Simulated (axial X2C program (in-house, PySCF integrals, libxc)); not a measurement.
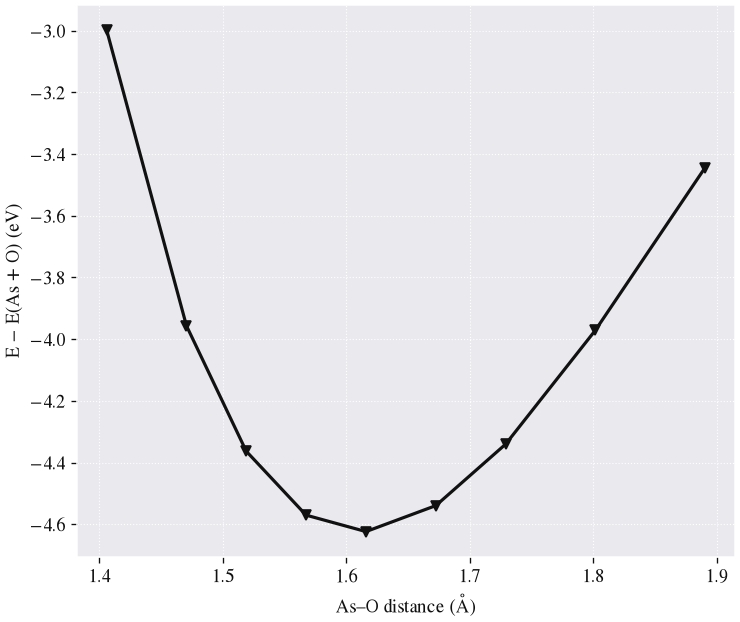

Fig. 1: Energy at 9 bond lengths, for one set of occupations held fixed; the line joins the points. A polynomial of degree 6 through 9 points gives rₑ = 1.612 Å, ωₑ = 1024 cm⁻¹, ωₑxₑ = 3.4 cm⁻¹ and Bₑ = 0.4924 cm⁻¹. The minimum lies 4.62 eV below As + O, each computed as one determinant at the same level.

## Relativistic diatomic calculation, with input and output: AsO

AsO, single determinant with Ω = 3/2 (not the lowest found). Computed at this level: PBE0, two-component X2C with atomic mean-field Coulomb and Gaunt terms, As dyall-cv3z, O dyall-av3z (cores contracted) (axial X2C program (in-house, PySCF integrals, libxc)).

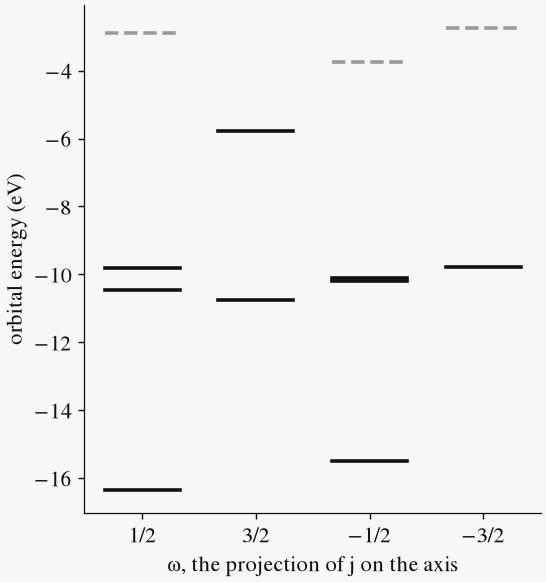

Fig. 2: Orbital energies near the frontier at 1.62 Å, filled (solid) and empty (dashed). The highest filled spinor (3/2; 64 % As p, 20 % O p) lies at −5.77 eV, the lowest empty one (−1/2; 60 % As p, 23 % O p) at −3.75 eV.

These pictures come from the run below.

Input file:
```
{"zs": [33, 8], "q": 0, "bas": ["dyall-cv3z", "dyall-av3z"], "levels": ["PBE0", "HF", "PW91"], "cc": true, "r0": 1.71, "thr": -2.0, "nmax": 90, "npts": 10, "nst": 2, "ntry": 6}
```

The line is the task of a batch: nuclear charges, charge, bases, the levels to run, a first guess of the distance and further settings. This report covers PBE0 with spin-orbit coupling. The log is that of the reference distance 1.616 Å, started from orbitals converged before.

Launched within a batch (the task file carries these settings):
```bash
python <driver script> task.json out
```

Output:
```
two-component X2C + atomic mean field  PBE0
basis functions 157  fitting functions 872  grid points 5075
iter        total energy     max residual
   1      -2335.013216679     2.42e-05
   2      -2335.013216696     2.12e-05
   3      -2335.013216700     2.74e-05
   4      -2335.013216709     8.09e-06
   5      -2335.013216712     2.66e-06
   6      -2335.013216712     1.17e-06
converged
one-electron -3419.75975710  Coulomb 1091.66875992  exact exchange -22.69149727  xc functional -69.87123888  nuclear repulsion 86.44974238  atomic mean-field constant -0.80922576
```

The points of the curve:

| R (Å) | E (hartree) | dipole (D; origin at the first atom, positive when the second is positive) | highest filled (eV) | lowest empty (eV) |
| --- | --- | --- | --- | --- |
| 1.406 | −2334.953433 | −1.74 | −5.03 | −3.03 |
| 1.471 | −2334.988691 | −2.04 | −5.27 | −3.26 |
| 1.519 | −2335.003637 | −2.26 | −5.44 | −3.43 |
| 1.567 | −2335.011257 | −2.46 | −5.61 | −3.59 |
| 1.616 | −2335.013217 | −2.66 | −5.77 | −3.75 |
| 1.673 | −2335.010120 | −2.88 | −5.96 | −3.93 |
| 1.729 | −2335.002803 | −3.09 | −6.13 | −4.09 |
| 1.802 | −2334.989230 | −3.32 | −6.34 | −4.26 |
| 1.891 | −2334.969846 | −3.36 | −6.54 | −4.24 |

Summary:

- outcome: converged
- bond length rₑ: 1.612 Å
- ωₑ: 1024 cm⁻¹
- energy at the minimum: −2335.01323 hartree
- depth below the fragments: 4.62 eV
- hardware: 1 thread of Arm Neoverse V1, 112 GiB of memory available, shared host
- wall time: 5.3 s
- peak memory: 0.67 GiB

Remarks:

To bear in mind: 9 of the 10 points asked for were kept.
